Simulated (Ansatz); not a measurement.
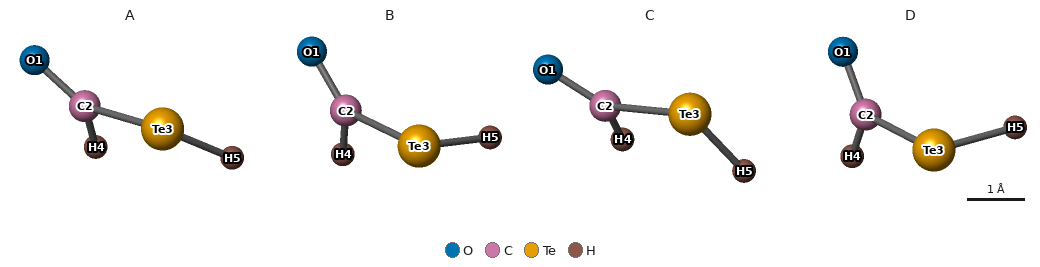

4 geometries from one relaxation of CH2OTe (coarse preliminary run), in shuffled order. The picture is a ball-and-stick view, seen from a free direction.

The start comes from a force field.

All numbers below come from RKS PBE-D4/def2-SVP (Ansatz 0.2.0). Set-up: force threshold 0.03 eV/Å; at most 200 steps.

Put them in the order of the run, from the start to the converged end.

Answer. D, B, A, C. They are steps 0, 4, 7, 11, at +15.6 kcal/mol, +6.67 kcal/mol, +1.92 kcal/mol relative to the last. The atom that moves furthest after the best rigid fit is H5 (0.79 Å). Largest moves by element: H 0.79 Å, O 0.70 Å, Te 0.69 Å, C 0.16 Å. Near-neighbour distances that change, for instance: C2–Te3 2.090 → 2.196 Å, C2–H4 1.058 → 1.127 Å, Te3–H5 1.725 → 1.681 Å, O1–C2 1.179 → 1.201 Å. Bond angles that change, for instance: O1–C2–Te3 119.0° → 123.8°, Te3–C2–H4 116.0° → 111.5°. Groups turn about C2–Te3 by about 90°. After 10 accepted moves (11 points after the start) the energy has fallen by 15.6 kcal/mol. Largest force component: 2.4 eV/Å at the start, 0.021 eV/Å at the end. The line search rejected the trial step at point 2 of the run. Cost: 9.5 s on 2 threads of Arm Neoverse V2 (shared host).
